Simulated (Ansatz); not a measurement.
A series of calculations on SiH$_{4}$

**1. Relaxation**

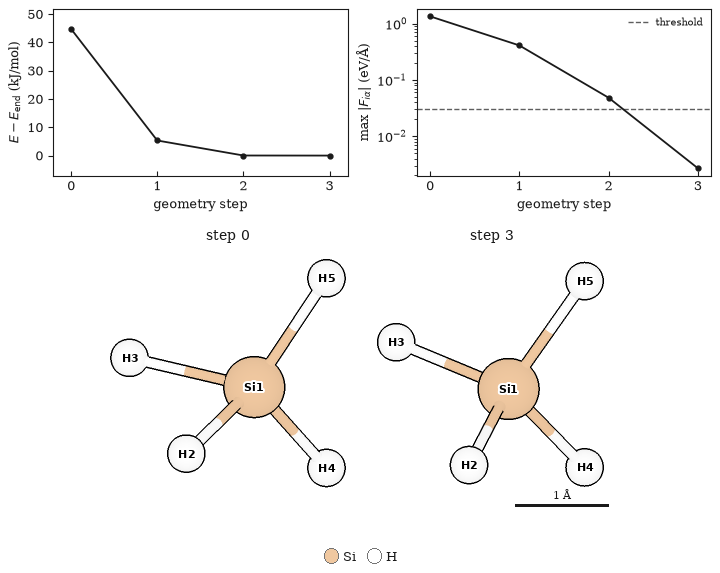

First and last geometry of a relaxation of SiH$_{4}$, with the history of the run. The picture is a ball-and-stick view, seen at a tilt.

The run prepares an end point of a later path (reaction) calculation, from a guessed geometry.

Computed with RKS revPBE-D4/def2-SVP in Ansatz 0.2.0. Settings: no spin polarisation; force threshold 0.03 eV/Å; at most 50 steps.

Q: Did the run converge, and what did it change?

A: It converged. The largest moves after the best rigid fit, 0.30 Å, are those of H2 and H3. By element the largest moves are H 0.30 Å, Si 0.11 Å. Some distances before and after: Si1–H2 1.459 → 1.504 Å, Si1–H4 1.498 → 1.504 Å. Bond angles that change, for instance: H2–Si1–H3 82.0° → 109.5°, H2–Si1–H4 114.6° → 109.5°, H4–Si1–H5 113.2° → 109.5°. Over 3 geometry steps the energy falls by 44.8 kJ/mol. Largest force component: 1.4 eV/Å at the start, 0.0027 eV/Å at the end. Cost: 2.7 s on 1 thread of Intel(R) Xeon(R) Platinum 8259CL CPU @ 2.50GHz (Skylake/Cascade Lake), on a shared host, peak memory 0.1 GiB.

**2. Relaxation**

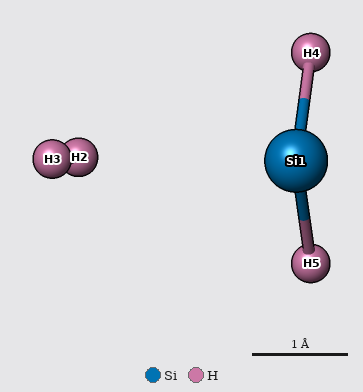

SiH4, before the relaxation. Style: ball-and-stick. Shown face on.

The run prepares an end point of a later path (reaction) calculation, from a guessed geometry.

These are results of RKS revPBE-D4/def2-SVP (Ansatz), not measurements.

The input:
```yaml
crystal:
  periodic: [false, false, false]
  atoms:
    - { symbol: Si, position_ang: [-0.093074, -5.0e-06, -1.01745] }
    - { symbol: H, position_ang: [1.145568, -7.9e-05, 1.332254] }
    - { symbol: H, position_ang: [1.73308, 6.2e-05, 0.910192] }
    - { symbol: H, position_ang: [-0.789438, 1.110336, -0.18557] }
    - { symbol: H, position_ang: [-0.789437, -1.110313, -0.185526] }
basis:
  gaussian: { orbitals: def2-SVP }
hamiltonian:
  xc: revpbe
  dispersion: d4
relax:
  f_tol: 0.03
  max_steps: 50
output:
  orbitals: {}
```

Run as
```bash
ansatz run input.yaml --threads 1 --pin off --max-ram 2048MiB --backend cpu --events-out ev --progress --plain --runs-dir out
```

### Where does the relaxation end?

H2 moves most after the best rigid fit: 0.50 Å. Largest moves by element: H 0.50 Å, Si 0.43 Å. Near-neighbour distances that change, for instance: Si1–H3 2.655 → 1.738 Å, Si1–H2 2.656 → 1.840 Å, H2–H3 0.723 → 0.859 Å, Si1–H4 1.552 → 1.537 Å. New bonds form, among them: Si1–H3 (2.66 → 1.74 Å). Bond angles that change, for instance: H4–Si1–H5 91.3° → 95.2°. Over 6 geometry steps the energy falls by 38.5 kJ/mol. The largest force component goes from 1.6 to 0.018 eV/Å. Cost: 4.3 s on 1 thread of Intel(R) Xeon(R) Platinum 8259CL CPU @ 2.50GHz (Skylake/Cascade Lake), on a shared host, peak memory 0.1 GiB.

Final geometry:

```xyz
5

Si    0.2078    0.0000   -0.7041
H     0.7293    0.0000    1.0604
H     1.4162    0.0000    0.5449
H    -0.5733    1.1353   -0.0237
H    -0.5733   -1.1353   -0.0237
```

The end point in the same view:

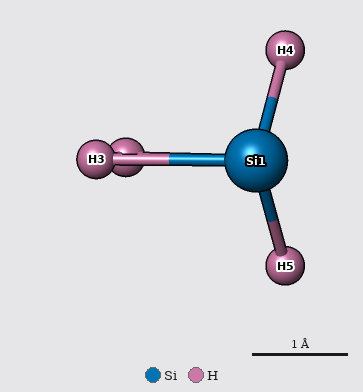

Limits of the set-up: the start holds two separate molecules, 2.7 Å apart at their closest, whose relative position is a soft coordinate.

**3. Path**

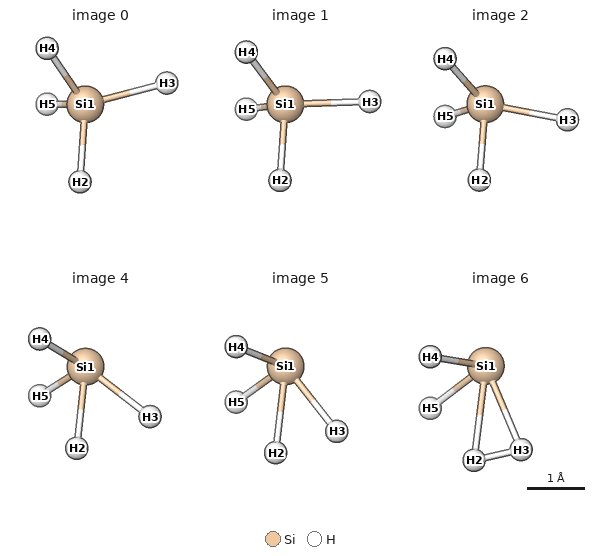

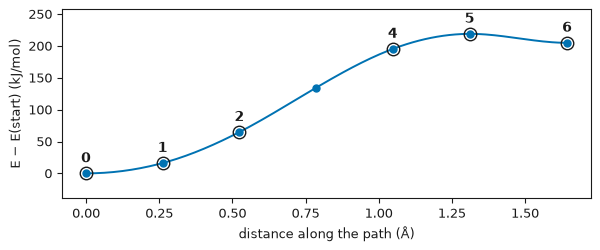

NEB run on SiH₄. Images are numbered from 0 (start) to 6 (end). Style: ball-and-stick. Shown from a free direction.

All numbers below come from Ansatz, RKS revPBE-D4/def2-SVP. Run with 5 movable images; climbing image; force threshold 0.03 eV/Å; iteration limit 60; starting path through a guess of the saddle point.

**Read off the barrier and say what moves.**

Forward barrier 218.9 kJ/mol, backward barrier 14.1 kJ/mol, with image 5 at the top; the reaction energy is +204.9 kJ/mol. No bond forms or breaks between the ends. Bond angles that change up to the highest image, for instance: H2–Si1–H3 109.5° → 41.8°, H2–Si1–H4 109.5° → 80.6°. The band converged in 8 iterations, with a climbing image at the top. At the top, the vibrational analysis gives one imaginary mode (988i cm⁻¹), as a transition state must have.
